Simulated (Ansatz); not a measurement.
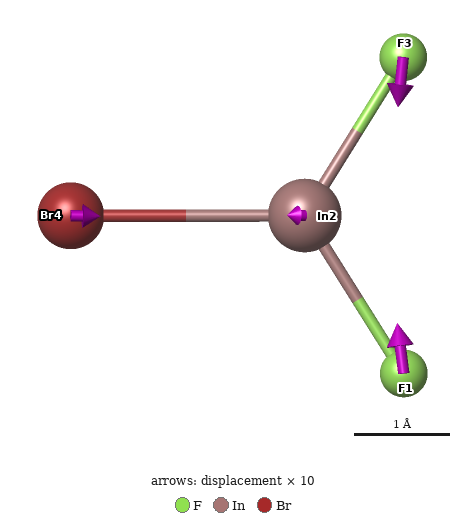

This is a relaxation of InBrF$_{2}$. The starting structure is drawn; purple arrows show the displacements, 10 times their true length. The two geometries are superimposed by the best rigid fit.

Style: ball-and-stick. Shown face on.

The start comes from PBE-D4/def2-SVP.

All numbers below come from RKS PBE0-D4/def2-TZVP (Ansatz).

The input:
```yaml
crystal:
  periodic: [false, false, false]
  atoms:
    - {symbol: F, position_ang: [0.775576, 0.725392, 1.707345]}
    - {symbol: In, position_ang: [0.072069, -0.063560, 0.053946]}
    - {symbol: F, position_ang: [0.782073, -1.828961, -0.426264]}
    - {symbol: Br, position_ang: [-1.574218, 1.106928, -1.355327]}
basis:
  gaussian: {orbitals: def2-TZVP}
hamiltonian: {xc: pbe0, dispersion: d4}
relax: {f_tol: 0.005, max_steps: 150}
```

> Which element moves most?

Fluorine: up to 0.054 Å, against 0.031 Å for bromine.

> What happened in the run?

Over 3 geometry steps the energy falls by 4.94 kJ/mol. Largest force component: 0.76 eV/Å at the start, 0.0031 eV/Å at the end. The largest moves after the best rigid fit, 0.054 Å, are those of F1 and F3. By element the largest moves are F 0.054 Å, Br 0.031 Å, In 0.021 Å. Some distances before and after: In2–Br4 2.463 → 2.413 Å, F1–In2 1.962 → 1.925 Å. Bond angles that change, for instance: F1–In2–F3 116.0° → 113.7°.
